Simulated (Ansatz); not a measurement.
**Fields on a plane of Au (fcc, Cu type)**

```
Au
1.0
    0.00000     2.07863     2.07863
    2.07863     0.00000     2.07863
    2.07863     2.07863     0.00000
Au
1
Direct
  0.00000   0.00000   0.00000
```

The slice is a {100} plane (indices of the conventional cell) through the point (0.000, 0.000, 0.000) (fractional), spanned by u = [100] and v = [0 1 -1] in vectors of this cell: u (2.94 Å) and v (2.94 Å, at 90° to u). It covers one period; positions are fractions (u, v).

Atoms on it: Au at (0.00, 0.00).

Level of theory: PBE (plane waves to 420 eV, PAW, scalar-relativistic; Ansatz, a program for electronic structure). k mesh 19×19×19. Inside the PAW spheres the values are not all-electron values, and peaks at nuclei hang on which shells count as valence. Au was relaxed with its symmetry unable to fall. Spin-orbit coupling is left out, though Au is heavy. The PAW data are Ansatz's earlier set.

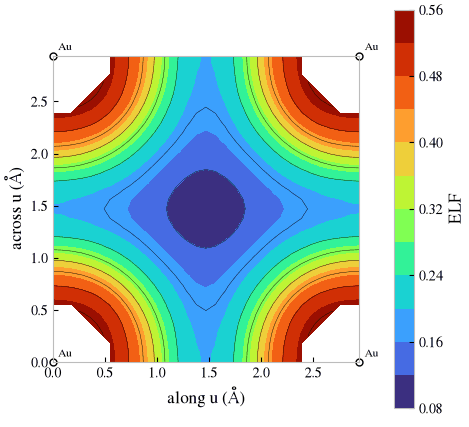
*Electron localisation function (ELF), one period of the plane, atoms marked. Points within 0.5 Å of a nucleus are left white, as the pseudised field means little there.*

```
|xxxxxxxxxxx  :=+++=:  xxxxxxxxxx|
|xxxxxxxxxxx  :=+*+=:  xxxxxxxxxx|
|xxxxxxxxxxx  -+***+-  xxxxxxxxxx|
|xxxxxxxxxxx .=+***+=. xxxxxxxxxx|
|xxxxxxxxxx  :=**#**=:  xxxxxxxxx|
|xxxxxxxxxx .-+*###*+-. xxxxxxxxx|
|xxxxxxxxx  -=*#####*=-  xxxxxxxx|
|xxxxxxxx  :=+##%%%##+=:  xxxxxxx|
|xxxxxxx  :=+*#%%%%%#*+=:  xxxxxx|
|xxxxx   :=+*#%%%@%%%#*+=:   xxxx|
|      .-=+*#%%@@@@@%%#*+=-.     |
|    .:-=+*#%%@@@@@@@%%#*+=-:.   |
|:::-==+**#%%@@@@@@@@@%%#**+==-::|
|===++**##%%@@@@@@@@@@@%%##**++==|
|+++***##%%%@@@@@@@@@@@%%%##***++|
|++***###%%@@@@@@@@@@@@@%%###***+|
|+++***##%%%@@@@@@@@@@@%%%##***++|
|===++**##%%@@@@@@@@@@@%%##**++==|
|:::-==+**#%%@@@@@@@@@%%#**+==-::|
|    .:-=+*#%%@@@@@@@%%#*+=-:.   |
|      .-=+*#%%@@@@@%%#*+=-.     |
|xxxxx   :=+*#%%%@%%%#*+=:   xxxx|
|xxxxxxx  :=+*#%%%%%#*+=:  xxxxxx|
|xxxxxxxx  :=+##%%%##+=:  xxxxxxx|
|xxxxxxxxx  -=*#####*=-  xxxxxxxx|
|xxxxxxxxxx .-+*###*+-. xxxxxxxxx|
|xxxxxxxxxx  :=**#**=:  xxxxxxxxx|
|xxxxxxxxxxx .=+***+=. xxxxxxxxxx|
|xxxxxxxxxxx  -+***+-  xxxxxxxxxx|
|xxxxxxxxxxx  :=+*+=:  xxxxxxxxxx|
|xxxxxxxxxxx  :=+++=:  xxxxxxxxxx|
|xxxxxxxxxxx  :=+++=:  xxxxxxxxxx|
```
Scale: ten equal steps from 3.00 (start of ' ') to 11.46 (end of '@'), in the order ' .:-=+*#%@'. Values: electrostatic potential energy of an electron, from the cell's mean, in eV. The map has 32 points along u (one character each, u = 0 at the left) and 32 along v (v = 0 in the bottom row). Points within 1 Å of a nucleus are blanked (x), as the pseudised field means little there. Values under 3 eV are set to 3. The zero, the cell's mean, hangs on the PAW cores.

The density on the Au–Au line (2.94 Å) at its midpoint is 0.26 e/Å³ and the ELF at that point is 0.20.
